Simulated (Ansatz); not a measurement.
# Cl2FHSi: what the fields show

The calculation's input:

```
crystal:
  periodic: [false, false, false]
  atoms:
    - { symbol: Si, position_ang: [0.0, 0.0, 0.0] }
    - { symbol: H, position_ang: [0.8854, 0.0, 1.4041] }
    - { symbol: F, position_ang: [1.7331, 0.0, 0.448] }
    - { symbol: Cl, position_ang: [-1.0032, 1.7381, -0.7093] }
    - { symbol: Cl, position_ang: [-1.0032, -1.7381, -0.7093] }
basis:
  gaussian: { orbitals: def2-SVPD }
hamiltonian:
  xc: pbe
relax:
  f_tol: 0.15
  max_steps: 25
  restrain:
    - { distance: [1, 2], at: 2.12, k: 30.0 }
    - { distance: [0, 1], at: 1.46, k: 30.0 }
    - { distance: [0, 2], at: 1.59, k: 30.0 }
output:
  orbitals: {}
```

Launched as:

```sh
ansatz run input.yaml --threads 4 --pin off --max-ram 5120MiB --backend cpu --events-out ev --progress --plain --runs-dir out
```

The fields are those of the run's last geometry, not of the input's.

Not at a stationary point (largest force 1.9 eV/Å).

Computed with RKS PBE/def2-SVPD (Ansatz).

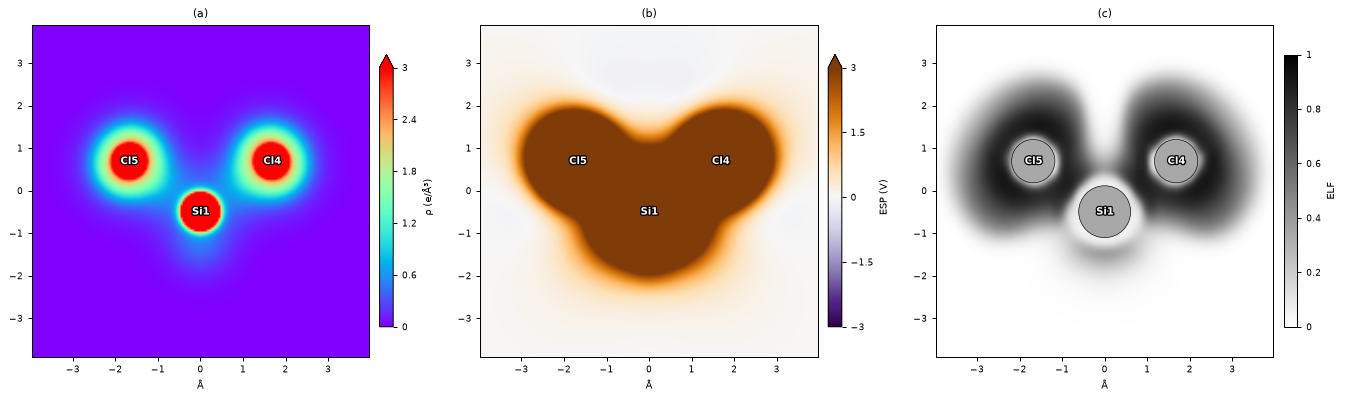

Figure 1. (a) total electron density; (b) electrostatic potential; (c) ELF on the plane of atoms Cl4, Si1 and Cl5. Grey discs cover the atomic cores in the ELF map.

Q: Interpret the plot.

A: The plane passes through Si and Cl nuclei.
Si–Cl (2.06 Å): the density is about 0.87 e/Å³ at the midpoint; the ELF peaks at about 0.90 between the atoms: a polar covalent bond.
The ELF also peaks beside Cl4 and Cl5, away from the bonds: lone-pair regions.
The potential has no marked negative region in this plane.

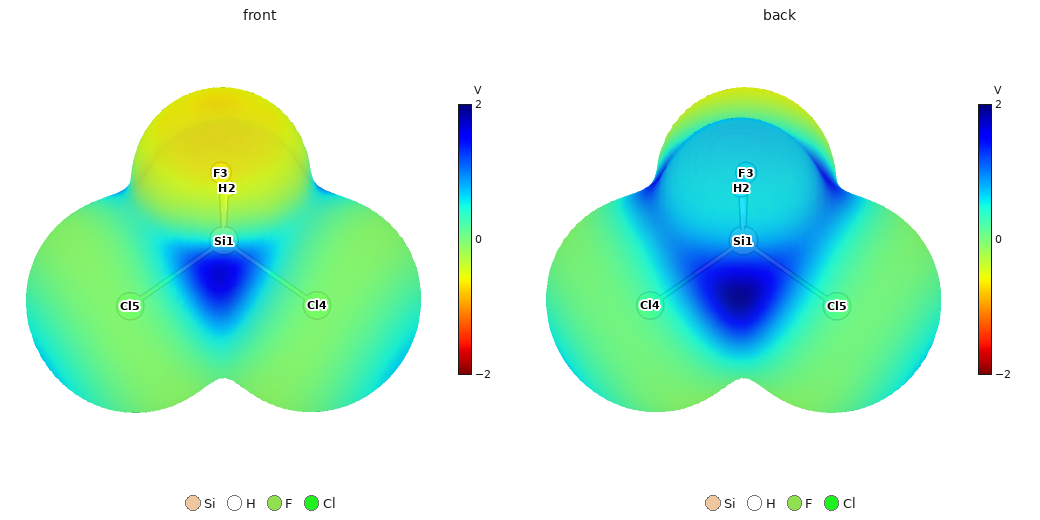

Figure 2. The electrostatic potential painted on the density surface at 0.002 e/bohr³, seen from the front and from behind; red is negative and blue positive.

Q: Which sites attract a positive test charge, and which a negative one?

A: A positive charge is drawn to the negative regions and a negative charge to the positive ones. The most negative region (about −0.7 V) lies over F3, the most positive (about +1.8 V) over Si1. Cl4 shows a σ-hole: about +0.6 V at the tip opposite its bond, against about 0.0 V on its flanks. Cl5 shows a σ-hole: about +0.6 V at the tip opposite its bond, against about 0.0 V on its flanks.

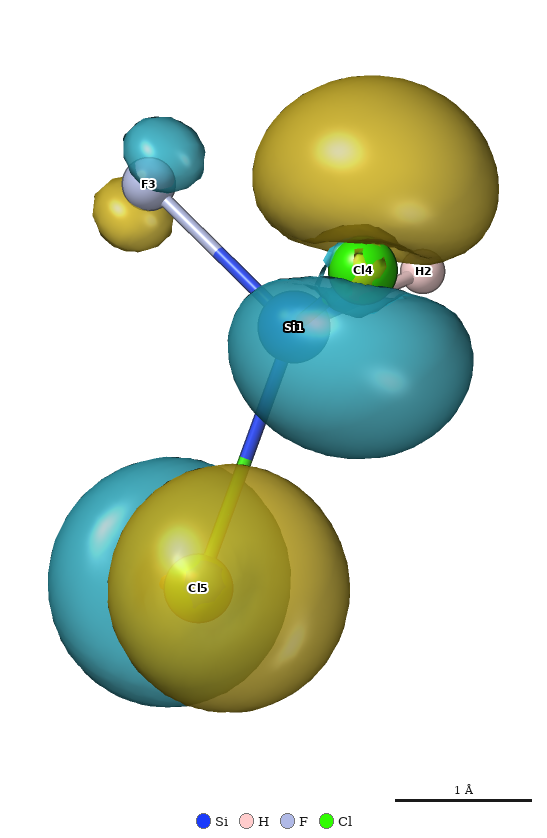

Figure 3. The HOMO at ±0.15 Å⁻³ᐟ² (yellow and cyan are the two phases), seen at an oblique angle.

Q: Describe this orbital and give its energy.

A: By Hirshfeld shares it lies mainly on Cl4 (about 45 %) and Cl5 (about 45 %); largely a combination of lone pairs on Cl4 and Cl5. Its energy is −8.42 eV.
